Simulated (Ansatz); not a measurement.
Fields on a plane of ZrN (rock salt)

```xyz
2
Lattice="0.0000 2.2761 2.2761 2.2761 0.0000 2.2761 2.2761 2.2761 0.0000" Properties=species:S:1:pos:R:3 pbc="T T T"
N      0.0000     0.0000     0.0000
Zr     2.2761     2.2761     2.2761
```

The slice is a {111} plane (indices of the conventional cell) through the point (0.500, 0.500, 0.500) (fractional), spanned by u = [100] and v = [-1 2 0] in vectors of this cell: u (3.22 Å) and v (5.58 Å, at 90° to u). It covers one period; positions are fractions (u, v).

Atoms on it: Zr at (0.00, 0.00); Zr at (0.50, 0.50).

The numbers are results of PBEsol (plane waves to 420 eV, PAW, scalar-relativistic; Ansatz, a program for electronic structure), not measurements. k mesh 18×18×18. Near the nuclei the fields are pseudised (PAW); where an atom keeps semicore shells as valence, they peak there. ZrN is run without spin polarisation. ZrN was relaxed with its symmetry unable to fall.

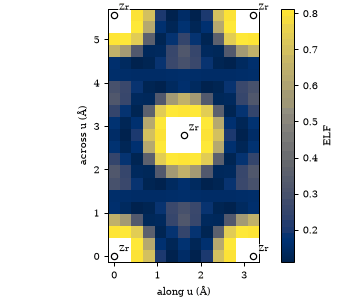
*Electron localisation function (ELF), one period of the plane, atoms marked. Points within 0.5 Å of a nucleus are left white, as the pseudised field means little there.*

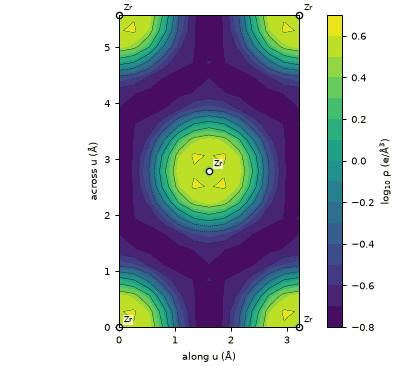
*Log₁₀ of the valence density in e/Å³, one period of the plane, atoms marked. The scale is logarithmic, as a density can span decades between atoms and voids.*
